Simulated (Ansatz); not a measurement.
A series of calculations on C₂H₅Te

Part 1: Relaxation

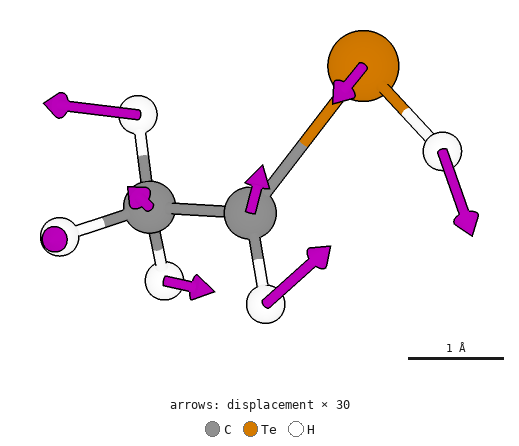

This is a relaxation of C2H5Te (charge +1). The starting structure is drawn; purple arrows show the displacements, magnified 30 times. The two geometries are superimposed by the best rigid fit.

A ball-and-stick model, seen from a free direction.

The run prepares an end point of a later path (torsion) calculation, from a guessed geometry.

All numbers below come from RKS PBE0-D4/def2-SVP in Ansatz.

Input
```yaml
crystal:
  periodic: [false, false, false]
  atoms:
    - { symbol: C, position_ang: [-0.09105, 1.07707, -0.24414] }
    - { symbol: C, position_ang: [-0.1713, -0.34346, 0.00237] }
    - { symbol: Te, position_ang: [1.31689, -1.4684, 0.77753] }
    - { symbol: H, position_ang: [-0.90445, 1.58761, 0.29122] }
    - { symbol: H, position_ang: [-0.33385, 1.28266, -1.29611] }
    - { symbol: H, position_ang: [0.86522, 1.5293, 0.01437] }
    - { symbol: H, position_ang: [-1.10846, -0.83593, -0.25318] }
    - { symbol: H, position_ang: [0.42701, -2.82885, 0.70794] }
total_charge: 1
basis:
  gaussian: { orbitals: def2-SVP }
hamiltonian:
  xc: pbe0
  dispersion: d4
relax:
  f_tol: 0.015
  max_steps: 40
```

Launched with:
```bash
ansatz run input.yaml --threads 1 --pin off --max-ram 2048MiB --backend cpu --events-out ev --progress --plain --runs-dir out
```

Which element moves most?

Answer. Hydrogen: up to 0.044 Å, against 0.020 Å for tellurium.

What did the optimiser do to the structure, and how much energy did it gain?

Answer. The atom that moves furthest after the best rigid fit is H6 (0.044 Å). Largest moves by element: H 0.044 Å, Te 0.020 Å, C 0.018 Å. Some distances before and after: Te3–H8 1.627 → 1.667 Å, C2–Te3 2.020 → 1.985 Å, C1–C2 1.444 → 1.457 Å, C1–H4 1.099 → 1.109 Å. After 3 accepted moves (4 points after the start) the energy has fallen by 4.17 kJ/mol. The largest force component goes from 1 to 0.007 eV/Å. The line search rejected the trial step at point 3 of the run.

Part 2: Relaxation

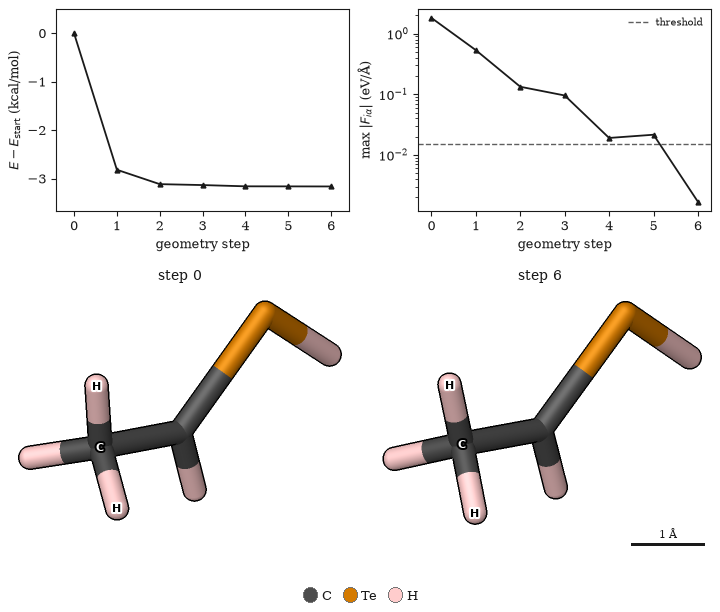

First and last geometry of a relaxation of C2H5Te (charge +1), with the history of the run. A stick model, seen from a free direction.

The run prepares an end point of a later path (torsion) calculation, from a guessed geometry.

The calculation used Ansatz 0.2.0, RKS PBE0-D4/def2-SVP. Settings: no spin polarisation; force threshold 0.015 eV/Å; at most 40 steps.

**Read the history and describe the run.**

It converged. Over 6 geometry steps the energy falls by 3.16 kcal/mol. Largest force component: 1.8 eV/Å at the start, 0.0017 eV/Å at the end. The largest move after the best rigid fit is that of an H atom, 0.12 Å. By element the largest moves are H 0.12 Å, C 0.07 Å, Te 0.02 Å. Among the contacts that change: H–Te 1.627 → 1.667 Å, C–Te 2.020 → 1.985 Å, C–H 1.089 → 1.109 Å, C–C 1.444 → 1.457 Å. Bond angles that change, for instance: H–C–H 102.5° → 109.9°, H–C–H 110.1° → 103.7°, C–C–H 109.4° → 115.7°. The run took 44 s on 1 thread of Arm Neoverse N1 (shared host), peak memory 0.16 GiB.

Part 3: Path

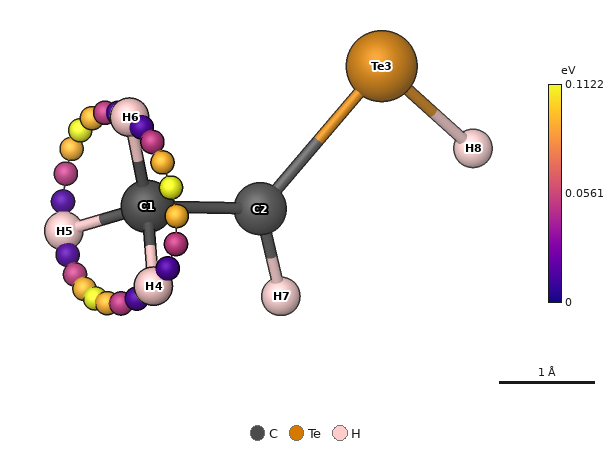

A nudged-elastic-band calculation for C$_{2}$H$_{5}$Te (charge +1). Images are numbered from 0 (start) to 8 (end). The start is drawn whole; smaller spheres mark the moving atoms (H) in the later images, joined by lines and coloured by the energy of the image relative to the start. Style: ball-and-stick. Shown at a tilt.

Method: Ansatz, RKS PBE0-D4/def2-SVP. Settings: 7 movable images; climbing image; force threshold 0.05 eV/Å; iteration limit 50; starting path through a guess of the saddle point.

Describe the path and its energy.

The motion is a rotation about the C1–C2 bond by about 120°. No bond forms or breaks between the ends. Among the angles between lasting bonds that change up to the highest image: H4–C1–H5 103.7° → 109.0°, H4–C1–H6 109.9° → 105.0°. The two ends have the same energy, and the highest point, image 4, lies 0.112 eV above the start. The band is converged. At the top, the vibrational analysis gives one imaginary mode (241i cm⁻¹), as a transition state must have.
